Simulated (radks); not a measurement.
# Exchange and kinetic functionals tested on atomic densities: Yb, Mn, In²⁺, Tc, Cd

Aim: take each self-consistent density and evaluate many functionals on it, against the exact exchange and kinetic energies of the same orbitals. Every spin shell is full or empty, so the densities are truly spherical.

Method: non-relativistic Kohn-Sham, PBE, spin-polarised, spherical densities, point nucleus; open shells are filled with parallel spins first. Code: radks (a radial shooting solver on a logarithmic mesh, Libxc functionals) version 1.

## (1) Starting point

| Item | Value |
| --- | --- |
| species | Yb ([Xe] 4f14 6s2), Mn ([Ar] 3d5 4s2), In²⁺ ([Kr] 4d10 5s1), Tc ([Kr] 4d5 5s2), Cd ([Kr] 4d10 5s2) |

In the logs a row gives level, spin channel, occupation and eigenvalue; Etot, Ekin, Encl (electron-nucleus), Eh (Hartree) and Exc are energies, all in hartree; err is the last residual, it the number of iterations.

## (2) Yb, [Xe] 4f14 6s2

Settings of this run:

```text
Z 70
configuration [Xe] 4f14 6s2
relativity non-relativistic
functional pbe,pbe
spin polarised
nucleus point
```

What it wrote:

```text
1s      1   1.0000       -2085.73013613
2s      1   1.0000        -338.19333377
2p      1   3.0000        -323.27000130
3s      1   1.0000         -75.53227837
3p      1   3.0000         -68.72001529
3d      1   5.0000         -56.02798421
4s      1   1.0000         -14.35024594
4p      1   3.0000         -11.58056506
4d      1   5.0000          -6.57969590
4f      1   7.0000          -0.27735929
5s      1   1.0000          -1.67893128
5p      1   3.0000          -0.96020973
6s      1   1.0000          -0.13246188
1s      2   1.0000       -2085.73013613
2s      2   1.0000        -338.19333377
2p      2   3.0000        -323.27000130
3s      2   1.0000         -75.53227837
3p      2   3.0000         -68.72001529
3d      2   5.0000         -56.02798421
4s      2   1.0000         -14.35024594
4p      2   3.0000         -11.58056506
4d      2   5.0000          -6.57969590
4f      2   7.0000          -0.27735929
5s      2   1.0000          -1.67893128
5p      2   3.0000          -0.96020973
6s      2   1.0000          -0.13246188
Etot -13395.28889514156
Ekin 13391.57168568515
Encl -31900.635081267912
Eh 5393.50005920509
Exc -279.7255587638882
err 1.6614013662753558e-09
it 17
```

The top filled level is 6s, -3.604 eV. Exact exchange of these orbitals: -275.800 hartree.

From the orbitals of this run (lengths in bohr):

```csv
level,occupation,energy (eV),<r>,outermost maximum (interpolated),90 % within,nodes
3d,10,-1524.6,0.1974,0.162,0.306,0
4s,2,-390.49,0.5270,0.490,0.756,3
4p,6,-315.12,0.5370,0.493,0.781,2
4d,10,-179.04,0.5627,0.493,0.846,1
5s,2,-45.686,1.322,1.17,1.92,4
5p,6,-26.129,1.507,1.28,2.23,3
4f,14,-7.547,0.7467,0.476,1.29,0
6s,2,-3.604,4.250,3.61,6.31,5
```

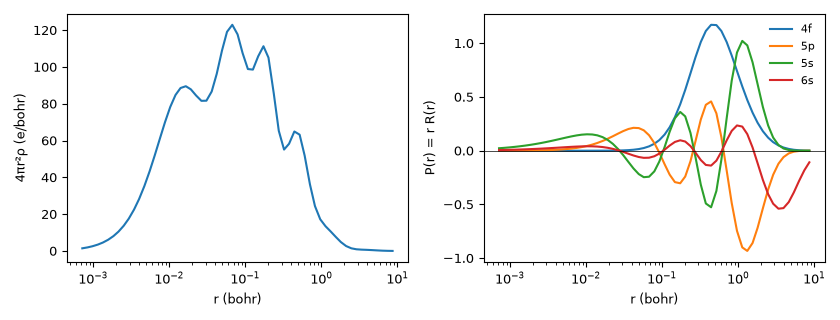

Radial density (left) and radial functions of outer levels (right).

## (3) Mn, [Ar] 3d5 4s2

Settings of this run:

```text
Z 25
configuration [Ar] 3d5 4s2
relativity non-relativistic
functional pbe,pbe
spin polarised
nucleus point
```

What it wrote:

```text
1s      1   1.0000        -234.19523148
2s      1   1.0000         -26.92190660
2p      1   3.0000         -23.06596932
3s      1   1.0000          -3.14893714
3p      1   3.0000          -2.04999664
3d      1   5.0000          -0.30879540
4s      1   1.0000          -0.19904157
1s      2   1.0000        -234.19563359
2s      2   1.0000         -26.84356393
2p      2   3.0000         -23.00727736
3s      2   1.0000          -2.95971047
3p      2   3.0000          -1.86410935
3d      2   0.0000          -0.14678535
4s      2   1.0000          -0.16233488
Etot -1150.756090904314
Ekin 1149.8352490883333
Encl -2734.8316042183646
Eh 486.03210484039425
Exc -51.7918406146768
err 1.9906863950682313e-09
it 14
```

Highest occupied level: 4s down at -4.417 eV. Exact exchange of these orbitals: -50.8762 hartree.

## (4) In²⁺, [Kr] 4d10 5s1

Settings of this run:

```text
Z 49
configuration [Kr] 4d10 5s1
relativity non-relativistic
functional pbe,pbe
spin polarised
nucleus point
```

What it wrote:

```text
1s      1   1.0000        -985.43505161
2s      1   1.0000        -144.85858095
2p      1   3.0000        -135.32480108
3s      1   1.0000         -27.91235405
3p      1   3.0000         -24.01010800
3d      1   5.0000         -16.78126259
4s      1   1.0000          -4.72395732
4p      1   3.0000          -3.45129786
4d      1   5.0000          -1.37695890
5s      1   1.0000          -0.84972387
1s      2   1.0000        -985.43385939
2s      2   1.0000        -144.85823408
2p      2   3.0000        -135.32430929
3s      2   1.0000         -27.91130937
3p      2   3.0000         -24.00907518
3d      2   5.0000         -16.78044985
4s      2   1.0000          -4.72152841
4p      2   3.0000          -3.44794014
4d      2   5.0000          -1.36761790
5s      2   0.0000          -0.81069677
Etot -5741.223788569802
Ekin 5738.952316665552
Encl -13628.652401711122
Eh 2303.718596434638
Exc -155.24229995886952
err 8.586745030063288e-09
it 14
```

Highest occupied level: 5s up at -23.122 eV. Exact exchange of these orbitals: -153.367 hartree.

## (5) Tc, [Kr] 4d5 5s2

Settings of this run:

```text
Z 43
configuration [Kr] 4d5 5s2
relativity non-relativistic
functional pbe,pbe
spin polarised
nucleus point
```

What it wrote:

```text
1s      1   1.0000        -746.70335740
2s      1   1.0000        -104.66693378
2p      1   3.0000         -96.63257796
3s      1   1.0000         -18.16035998
3p      1   3.0000         -15.04213951
3d      1   5.0000          -9.32030093
4s      1   1.0000          -2.59119932
4p      1   3.0000          -1.68405654
4d      1   5.0000          -0.30853993
5s      1   1.0000          -0.19273337
1s      2   1.0000        -746.70361677
2s      2   1.0000        -104.64280939
2p      2   3.0000         -96.61503418
3s      2   1.0000         -18.14885754
3p      2   3.0000         -15.02862157
3d      2   5.0000          -9.29885525
4s      2   1.0000          -2.47034092
4p      2   3.0000          -1.55685317
4d      2   0.0000          -0.18680186
5s      2   1.0000          -0.15025036
Etot -4206.407123840711
Ekin 4204.48679986785
Encl -10010.927946426287
Eh 1725.972111743061
Exc -125.93808902533527
err 6.886546146610649e-09
it 13
```

The top filled level is 5s down, -4.089 eV. Exact exchange of these orbitals: -124.292 hartree.

## (6) Cd, [Kr] 4d10 5s2

Settings of this run:

```text
Z 48
configuration [Kr] 4d10 5s2
relativity non-relativistic
functional pbe,pbe
spin polarised
nucleus point
```

What it wrote:

```text
1s      1   1.0000        -942.58071447
2s      1   1.0000        -136.95621206
2p      1   3.0000        -127.67589654
3s      1   1.0000         -25.41807654
3p      1   3.0000         -21.64847681
3d      1   5.0000         -14.67338367
4s      1   1.0000          -3.60125946
4p      1   3.0000          -2.39505122
4d      1   5.0000          -0.46449632
5s      1   1.0000          -0.19398978
1s      2   1.0000        -942.58071447
2s      2   1.0000        -136.95621206
2p      2   3.0000        -127.67589654
3s      2   1.0000         -25.41807654
3p      2   3.0000         -21.64847681
3d      2   5.0000         -14.67338367
4s      2   1.0000          -3.60125946
4p      2   3.0000          -2.39505122
4d      2   5.0000          -0.46449632
5s      2   1.0000          -0.19398978
Etot -5467.051582940007
Ekin 5464.791218815621
Encl -13014.990822990087
Eh 2233.8813899825477
Exc -150.733368748089
err 2.4619153025985807e-09
it 14
```

The top filled level is 5s, -5.279 eV. Exact exchange of these orbitals: -148.776 hartree.

## (7) All runs together

```csv
error in magnitude (%),Yb,Mn,In²⁺,Tc,Cd
"exchange, LDA",-3.79,-6.41,-4.90,-5.15,-4.89
"exchange, PBE",-0.07,-0.25,-0.43,-0.40,-0.39
"exchange, PBEsol",-1.63,-2.76,-2.29,-2.37,-2.26
"exchange, revPBE",+0.02,+0.02,-0.29,-0.24,-0.25
"exchange, PW91",+0.33,+0.18,-0.01,+0.03,+0.03
"exchange, G96",+0.73,+0.41,+0.34,+0.35,+0.38
"exchange, EV93",-0.19,+0.70,-0.28,-0.16,-0.23
"exchange, APBE",+0.56,+0.74,+0.31,+0.38,+0.36
"exchange, MVS",+0.25,+0.03,+0.08,+0.05,+0.09
"kinetic, Thomas-Fermi",-4.89,-6.63,-5.32,-5.53,-5.35
"kinetic, von Weizsacker",-62.92,-47.28,-58.16,-56.30,-57.89
"kinetic, TF + vW/9",-0.77,-0.77,-0.67,-0.67,-0.67
"kinetic, TF + vW/5",+2.53,+3.92,+3.05,+3.21,+3.07
"kinetic, LC94",-0.05,-0.02,+0.08,+0.08,+0.08
"kinetic, APBEK",-0.02,+0.09,+0.13,+0.14,+0.13
"kinetic, Thakkar",-0.81,-0.39,-0.56,-0.51,-0.55
"kinetic, PG1",+13.02,+20.28,+15.21,+16.04,+15.33
"kinetic, Ernzerhof",-0.54,-0.32,-0.39,-0.37,-0.39
```

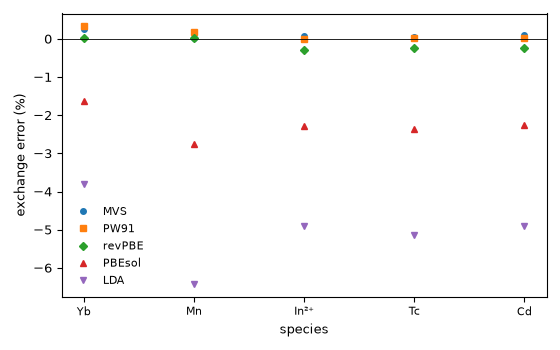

Error of five exchange functionals by species.

Negative means that the magnitude is too small. For exchange the mean absolute error is least for MVS (0.10 %) and largest for LDA (5.03 %). Among the orbital-free kinetic functionals LC94 (0.06 %) does best and von Weizsacker (56.51 %) worst. The functionals are evaluated on one density each, not self-consistently.
